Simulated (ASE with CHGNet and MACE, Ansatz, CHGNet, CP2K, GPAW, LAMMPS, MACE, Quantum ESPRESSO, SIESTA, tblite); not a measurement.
## Liquid 68SiO2-16Al2O3-8K2O-8MgO (mol %) at 2500 K (81 atoms) in machine-learned potentials

How do the settings of machine-learned potentials change the result for liquid 68SiO2-16Al2O3-8K2O-8MgO (mol %) at 2500 K (81 atoms)? A plane-wave run serves as the yardstick.

Calculated with ASE with CHGNet and MACE; the method is named at each step.

### Step 1. The starting structure

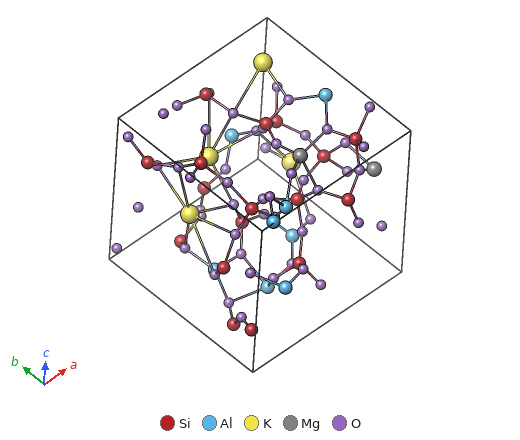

Start, viewed from a free direction; silicon red, aluminium blue, potassium yellow, magnesium grey, oxygen purple. Bonds to atoms that aren't drawn are left out. Some periodic images of atoms are drawn too.

The cell holds 81 atoms: 17 Si, 8 Al, 4 K, 2 Mg and 50 O. Its edges and angles: a = 10.241 Å, b = 10.241 Å, c = 10.241 Å, α = 90.0°, β = 90.0°, γ = 90.0°. 81 atoms (17 Si, 8 Al, 4 K, 2 Mg, 50 O) placed at random at 2.46 g/cm³, melted at 4000 K for 10 ps at fixed volume with the Morse and Coulomb pair potential with partial charges (Pedone, Malavasi, Menziani, Cormack and Segre, J. Phys. Chem. B 110, 11780 (2006)). Snapshot at the end of a hold of 10 ps at 2500 K and zero pressure.

The yardstick, on the same geometry:

```
method                                           : Kohn-Sham DFT, PBE, SSSP efficiency 1.3.0 pseudopotentials, plane waves (Quantum ESPRESSO 7.5); sssp-pbe-1.3.0-efficiency, cutoffs 60/480 Ry, Γ point
r.m.s. force component                           : 3.545 eV/Å
longest force                                    : 19.82 eV/Å
pressure                                         : 9.687 GPa
gap (highest filled to lowest empty level) : 1.604 eV
time                                             : 2.4 min on 4 MPI ranks of Arm Neoverse V2, shared host
CPU time                                         : 9.5 min
```

### Step 2. CHGNet 0.3.0 potential

Method: machine-learned interatomic potential CHGNet 0.3.0, trained on PBE(+U) plane-wave data.

File run.py:

```python
import numpy as np
from ase.io import read
import mlip  # loads the published weights by name

atoms = read("structure.xyz")
atoms.calc = mlip.calc("chgnet-0.3.0")
energy = atoms.get_potential_energy()
forces = atoms.get_forces()
print(f"energy {energy:.6f} eV")
print("forces (eV/A)")
for i, (a, f) in enumerate(zip(atoms, forces)):
    print(f"{i:4d} {a.symbol:2s} {f[0]:10.5f} {f[1]:10.5f} {f[2]:10.5f}")
stress = -atoms.get_stress(voigt=False) * 160.21766
print("stress (GPa, compression positive)")
for row in stress:
    print(" ".join(f"{x:10.4f}" for x in row))
```

File structure.xyz:

```xyz
81
Lattice="10.24123 0.00000 0.00000 0.00000 10.24123 0.00000 0.00000 0.00000 10.24123" Properties=species:S:1:pos:R:3 pbc="T T T"
Si 0.94322 8.94100 7.38393
Si 1.96724 6.29928 8.72481
Si 1.15623 2.60250 0.58559
Si 4.43189 1.50433 3.55504
Si 2.64961 7.95006 1.25332
Si 1.06673 3.45170 4.06956
Si 5.30946 9.40370 8.85744
Si 6.09794 3.49011 5.42109
Si 0.19182 0.46219 2.58786
Si 5.74144 9.51646 1.66563
Si 8.55921 2.12680 9.13497
Si 9.04188 4.65648 5.51797
Si 6.69735 6.50369 8.05688
Si 4.86663 5.97473 2.64039
Si 3.17150 3.77615 6.59310
Si 6.95195 0.83865 6.90484
Si 8.67811 7.69393 5.86054
Al 2.01425 0.05807 4.66775
Al 3.12296 1.43070 8.62445
Al 0.98603 0.20063 10.05924
Al 4.16388 3.28948 0.60362
Al 7.10700 4.60487 1.17057
Al 9.23063 4.98523 9.56326
Al 2.22993 5.12318 1.76006
Al 7.83823 9.86169 3.70671
K 8.42669 8.61861 9.58251
K 1.91859 6.77529 4.68301
K 9.64611 7.40011 2.44899
K 4.53451 8.20015 5.86382
Mg 9.91597 2.01097 6.08472
Mg 5.89065 3.29727 8.88980
O 0.73276 1.70455 2.11338
O 5.55689 7.71492 8.66234
O 6.40138 5.96398 2.14810
O 1.99847 9.28398 6.14044
O 8.73249 4.98328 0.90092
O 0.69292 10.15459 8.44666
O 6.00279 5.06961 8.23846
O 6.00597 3.47854 0.83067
O 1.13493 1.66942 5.06234
O 4.98215 0.46639 2.44151
O 6.39217 2.40700 6.73719
O 4.42278 6.21356 4.04559
O 2.77496 6.87043 10.13185
O 2.05337 3.86934 0.50008
O 3.17673 2.19193 7.24639
O 1.94204 9.03553 10.14455
O 7.29432 7.24823 6.72449
O 3.82848 9.91822 8.68630
O 9.35004 0.70408 3.40746
O 1.88244 6.92778 2.12843
O 3.50045 2.31442 2.47797
O 3.91512 5.00397 1.80061
O 5.47947 2.42011 4.38192
O 2.65535 5.05487 7.83485
O 9.64007 3.80718 6.74621
[... 21 atom lines left out ...]
O 8.26559 8.60161 4.74579
O 9.79492 8.84105 6.66356
O 1.29552 4.23495 2.77732
O 6.26128 10.09560 7.71103
```

Launch:

```console
OMP_NUM_THREADS=1 python run.py > output.txt
```

Output:

```text
CHGNet v0.3.0 initialized with 412,525 parameters
CHGNet will run on cpu
energy -597.420044 eV
forces (eV/A)
   0 Si    3.63994    0.03067   -0.37219
   1 Si    0.03480   -5.57200    4.97019
   2 Si   -3.86453    0.24455    3.63008
   3 Si   -2.87061   -0.90613   -0.70692
   4 Si   -0.65959    1.80010   -7.27558
   5 Si    5.65998   -4.18147    5.16737
   6 Si   -1.26628   -3.39184   -2.91744
   7 Si   -5.23095   -3.08879    4.10362
   8 Si    7.40939  -12.32833   -7.03655
   9 Si   -8.57660    2.30562   -1.47015
  10 Si    0.30971   -4.32217    4.73540
  11 Si   -1.86598   -1.63110    3.17599
  12 Si   -1.12066   -0.24295    2.53438
  13 Si    1.56263    2.21609   -1.73112
  14 Si  -13.21096   -4.09872    7.95724
  15 Si    3.52007    6.15870   -7.83513
  16 Si   -0.33448    0.95958    5.47818
  17 Al   -1.40343    1.34495    2.30208
  18 Al    1.04319   -4.17334    3.41910
  19 Al   -2.58781   -5.82229    2.31685
  20 Al   -0.23332   -0.07946    5.02523
  21 Al    1.82443    2.98862    1.09681
  22 Al   -2.07217    0.27687   -2.44640
  23 Al   -0.28445    2.78374   -2.14602
[...]
73 O     3.00896    2.28130   -0.86434
  74 O     1.28989   -0.55786    0.61228
  75 O    -3.75322    0.24358   -2.88945
  76 O     2.61974    1.38541   -0.71899
  77 O     0.17600   -1.00636   -4.40416
  78 O    -4.39551   -3.27771   -1.37093
  79 O    -0.50574    0.42206    0.25640
  80 O    -4.75298   -5.96070    5.05161
stress (GPa, compression positive)
   13.5475     1.1654    -1.6829
    1.1654     4.5748    -1.1344
   -1.6829    -1.1344     9.1631
```

It took 3.6 s on 1 thread of Arm Neoverse V2, shared host; peak memory 1.1 GiB.

Banners, paths, timers and routine set-up lines are dropped from the logs unmarked, and long logs keep their key lines alone; longer cuts are marked.

Against the reference:

```yaml
r_m_s_force_component: 3.442 eV/Å
r_m_s_difference_of_force_components: 245 meV/Å
longest_difference_of_force_vectors: 1149 meV/Å
force_difference_over_r_m_s_force: 6.912 %
slope_of_forces_against_the_reference_s: 0.9691
correlation_of_force_components: 0.998
pressure: 9.095 GPa
pressure_difference: -0.5919 GPa
```

Length of the force difference by element (eV/Å):

```csv
element,atoms,mean,most
Al,8,0.49,0.83
K,4,0.17,0.45
Mg,2,0.31,0.34
O,50,0.30,1.1
Si,17,0.51,1.1
```

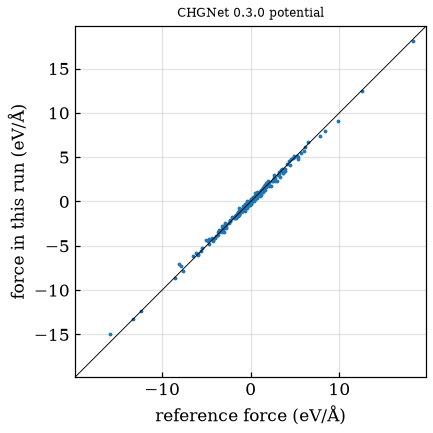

Force components against those of the reference; the line marks equality.

A closer look about Mg30, one of the 2 Mg atoms: 9 atoms, nearest first, numbered in the order of the input, with positions taken from that point.

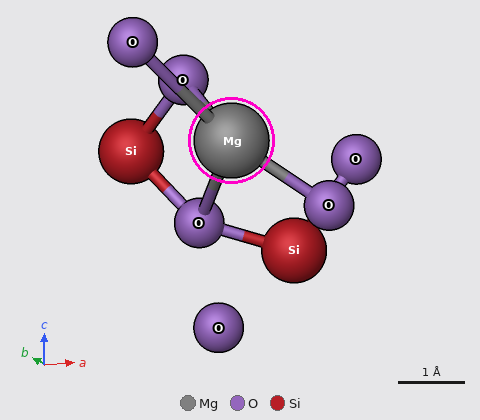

The atoms of the table, within 3.2 Å (arrows a, b, c point along x, y, z); some may hide others; the central atom is ringed.

```
atom      x      y      z  distance (Å)      Fx     Fy  Fz (eV/Å)
Mg30   0.00   0.00   0.00          0.00   -1.19   0.05       1.33
 O40   1.46  -0.34  -1.02          1.81    0.31   0.00      -2.97
 O56  -0.28   1.80   0.66          1.93   -1.30   0.50       1.74
 O76  -0.03   1.77  -1.58          2.37   -3.75   0.24      -2.89
 O58  -1.76  -0.68   1.73          2.56    4.86   0.03      -2.73
 Si6   1.39   1.44  -2.02          2.84    5.66  -4.18       5.17
Si12  -0.87   2.65  -0.57          2.84   -1.87  -1.63       3.18
 O50  -0.57  -1.31  -2.68          3.03  -14.99   0.72       9.08
 O62   2.50   1.84  -0.71          3.18   -3.29   1.07      -3.48
```

Atoms are counted from 1 here, from 0 in the log.

Forces lie 6.9 % from the reference's, at 0.0064 times its CPU time (on 1 against 4 cores).

### Step 3. CHGNet r2SCAN potential

Method: machine-learned interatomic potential CHGNet r2SCAN, trained on r2SCAN plane-wave data.

run.py, as its differences from that of step 2:

```diff
@@ -5,3 +5,3 @@
 atoms = read("structure.xyz")
-atoms.calc = mlip.calc("chgnet-0.3.0")
+atoms.calc = mlip.calc("chgnet-r2scan")
 energy = atoms.get_potential_energy()
```

structure.xyz is that of step 2.

Output:

```text
CHGNet vr2scan initialized with 412,525 parameters
CHGNet will run on cpu
energy -746.434631 eV
forces (eV/A)
   0 Si    3.14567    0.13188   -0.45177
   1 Si    0.16972   -5.12904    4.63468
   2 Si   -3.56823    0.30399    3.34343
   3 Si   -2.70440   -0.83966   -0.93509
   4 Si   -0.54435    1.16858   -6.32807
   5 Si    5.63573   -3.63261    4.50215
   6 Si   -1.34755   -3.19168   -2.84912
   7 Si   -4.50371   -3.11976    3.72066
   8 Si    7.42642  -11.90623   -6.93175
   9 Si   -8.46345    2.49393   -1.73361
  10 Si    0.25412   -4.18765    4.14652
  11 Si   -1.57855   -1.66291    3.47544
  12 Si   -1.11214   -0.24297    2.26165
  13 Si    1.17728    1.97295   -1.60031
  14 Si  -13.18192   -3.80156    7.40350
  15 Si    3.47410    6.09361   -7.44937
  16 Si   -0.25823    0.78289    5.33433
  17 Al   -1.09584    1.06960    1.96616
  18 Al    1.09197   -3.65426    3.04078
  19 Al   -2.22308   -5.31616    1.87765
  20 Al   -0.12419    0.01274    4.32863
  21 Al    1.47696    2.41586    0.83379
  22 Al   -1.78285    0.31705   -2.21840
  23 Al   -0.17829    2.57838   -1.97914
[...]
73 O     2.70508    1.82826   -0.61797
  74 O     1.03998   -0.49231    0.41978
  75 O    -3.42271    0.41137   -2.39943
  76 O     2.13979    1.19604   -0.62089
  77 O     0.04944   -0.64100   -3.86630
  78 O    -3.86884   -3.23489   -1.33930
  79 O    -0.45918    0.27576    0.55259
  80 O    -4.67201   -5.83651    5.07730
stress (GPa, compression positive)
    8.8508     1.0004    -1.9078
    1.0004     0.3145    -1.3348
   -1.9078    -1.3348     4.7509
```

Elapsed: 3.2 s, on 1 thread; peak memory 1.1 GiB.

Against the reference:

```
r.m.s. force component                  : 3.257 eV/Å
r.m.s. difference of force components   : 429.9 meV/Å
longest difference of force vectors     : 1880 meV/Å
force difference over r.m.s. force      : 12.13 %
slope of forces against the reference's : 0.9147
correlation of force components         : 0.9956
pressure                                : 4.639 GPa
pressure difference                     : -5.048 GPa
```

Against the first run (6.9 %), the force difference from the reference is 12 %, at 0.90 times the CPU time; this potential was trained at another functional than the reference's.

### Step 4. MACE MP-0b3 medium potential

Method: machine-learned interatomic potential MACE MP-0b3 medium, trained on PBE(+U) plane-wave data.

run.py, as its differences from that of step 3:

```diff
@@ -5,3 +5,3 @@
 atoms = read("structure.xyz")
-atoms.calc = mlip.calc("chgnet-r2scan")
+atoms.calc = mlip.calc("mace-mp-0b3-medium")
 energy = atoms.get_potential_energy()
```

structure.xyz is that of step 3.

Output:

```text
energy -562.264075 eV
forces (eV/A)
   0 Si    3.85695   -0.26281   -0.62442
   1 Si    0.08895   -5.48985    4.67622
   2 Si   -3.72211    0.18973    3.59451
   3 Si   -2.99062   -0.83618   -0.94969
   4 Si   -0.38835    1.87391   -7.41136
   5 Si    5.90926   -4.70884    4.97245
   6 Si   -1.26959   -3.19368   -2.95354
   7 Si   -5.49119   -3.04947    4.12268
   8 Si    7.45515  -12.01438   -7.13286
   9 Si   -8.74691    2.70052   -1.67053
  10 Si    0.66328   -4.38502    4.98021
  11 Si   -2.01518   -1.35690    3.37976
  12 Si   -1.04684   -0.25099    2.30311
  13 Si    1.42687    2.09542   -1.80148
  14 Si  -12.60529   -4.00690    8.01964
  15 Si    3.14993    6.09684   -7.86384
  16 Si   -0.26003    0.51315    5.52373
  17 Al   -1.16801    1.43856    2.51921
  18 Al    1.22025   -4.23775    3.75701
  19 Al   -2.61192   -5.43416    2.65841
  20 Al   -0.08716   -0.12772    5.28339
  21 Al    1.71802    3.06905    0.90779
  22 Al   -2.09792   -0.04670   -2.60776
  23 Al   -0.52863    2.99539   -2.26094
[...]
73 O     2.87267    1.96858   -0.91908
  74 O     1.15529   -0.65685    0.47054
  75 O    -3.48407    0.30968   -2.86522
  76 O     2.52507    1.35427   -0.54030
  77 O     0.19584   -0.81089   -4.34037
  78 O    -4.32976   -3.16260   -1.26817
  79 O    -0.79567    0.75976    0.24075
  80 O    -4.55324   -5.85163    4.89221
stress (GPa, compression positive)
   13.7594     0.9823    -1.6199
    0.9823     4.5020    -1.2163
   -1.6199    -1.2163     9.5687
```

Run time: 7.1 s. Hardware: 1 thread; peak memory 1.1 GiB.

Against the reference:

```
r.m.s. force component                  : 3.425 eV/Å
r.m.s. difference of force components   : 207 meV/Å
longest difference of force vectors     : 1115 meV/Å
force difference over r.m.s. force      : 5.84 %
slope of forces against the reference's : 0.965
correlation of force components         : 0.9988
pressure                                : 9.277 GPa
pressure difference                     : -0.4103 GPa
```

Against the first run (6.9 %), the force difference from the reference is 5.8 %, at 2.0 times the CPU time.

### Step 5. All runs compared

Differences are against the plane-wave reference, forces as r.m.s. over components; share is that over the reference's r.m.s. force, slope the least-squares factor from reference forces to these. Total energies of different programs have different zeros and aren't compared.

```csv
run,"Δ force, r.m.s. (meV/Å)",share (%),slope,Δ pressure (GPa),cores,CPU time,memory (GiB)
reference,-,-,-,-,4,9.5 min,3.3
CHGNet 0.3.0 potential,245,6.91,0.969,-0.592,1,3.6 s,1.1
CHGNet r2SCAN potential,430,12.1,0.915,-5.05,1,3.2 s,1.1
MACE MP-0b3 medium potential,207,5.84,0.965,-0.410,1,7.1 s,1.1
```

Times of the machine-learned potentials are mostly Python's start and the loading of weights.

CPU time is summed over cores on a shared host, where runs went side by side, so it is rough. Symmetry, cutoffs, thresholds, outputs and thread counts weren't matched or tuned between programs; memory under MPI is the largest rank's times the ranks.

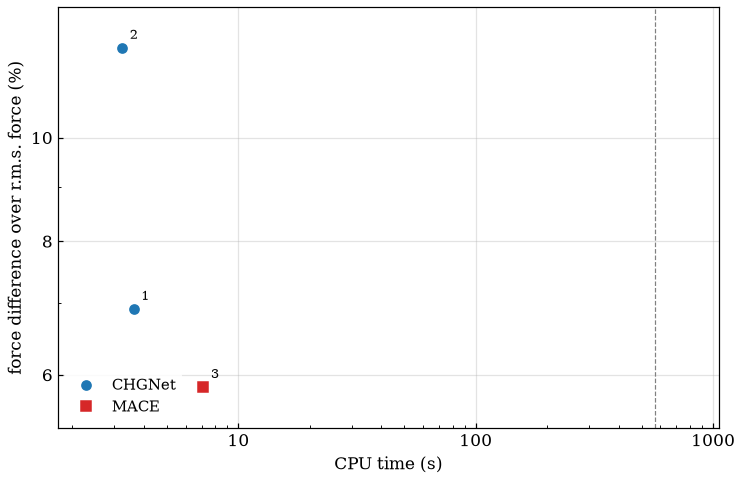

Force difference against CPU time; the dashed line marks the reference's time. Points: 1 CHGNet 0.3.0 potential; 2 CHGNet r2SCAN potential; 3 MACE MP-0b3 medium potential.

### Step 6. Results

```yaml
nearest_in_forces: MACE MP-0b3 medium potential, 5.8 %
its_cpu_time: 7.1 s
```

Machine-learned potentials differ by 5.8 % (MACE MP-0b3 medium potential) to 12 % (CHGNet r2SCAN potential); they were trained on other programs' data, some at another functional. The reference's pressure holds the uncorrected Pulay stress of its 60 Ry basis, so small pressure differences, and their order, may be the reference's own error. The frame stands for 2500 K, but pressures are static and levels are smeared at 580 K. Machine-learned potentials mimic data converged in k, so the reference's own k-point error enters their differences. The network of bonds at the start is that of the classical potential that made the cell, and needn't be the one that DFT or experiment would give. The reference's stress is far from hydrostatic: its diagonal is 14.1, 5.0, 10.0 GPa, compression counted positive. The electronic-structure runs sample only Γ, in a cell whose shortest periodic width is 10 Å.

[Also dropped from logs without a mark: logging warnings of Python, and SIESTA's first energy breakdown and zero terms.]

[Logs are printed without paths, hosts, clocks, repeated set-up lines and the standing remarks that a program may print on its own settings, such as how far it seeks lower states.]

[Hosts, paths, dates, database ids (printed as entryN), source tags and the programs' standing remarks are cut or masked in the printed files.]
